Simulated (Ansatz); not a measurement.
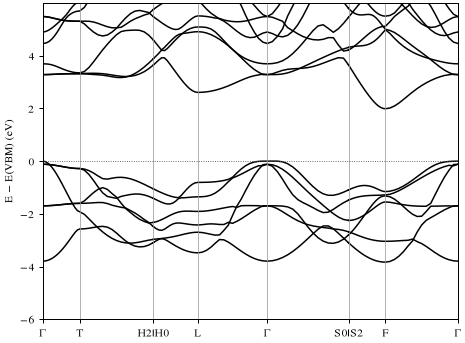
*Band structure from plane-wave PAW r²SCAN (Ansatz code)*

Task: Read off the gap and where the band edges lie.

Result: About 2.0 eV (1.99 eV by a search for the band edges); maximum at Γ, minimum at F.

The material is LiYSe2 in space group R-3m (No. 166; Li on 3b, Y on 3a, Se on 6c).

The first step of the workflow began from a Materials Project structure, measured or hypothetical; the Crystallography Open Database copy checked does not list it. With Li and Y taken as one species the cell has the higher symmetry Fm-3m, so it may be an ordered model of a mixed-site phase. Its standing as an ambient phase is unchecked. The cell was relaxed with r²SCAN under the symmetry of its start; its stability against distortions is not shown here. The run is not spin-polarised. Spin–orbit coupling is left out wherever it is not named.

Potentials: the later of the program's two PAW sets.
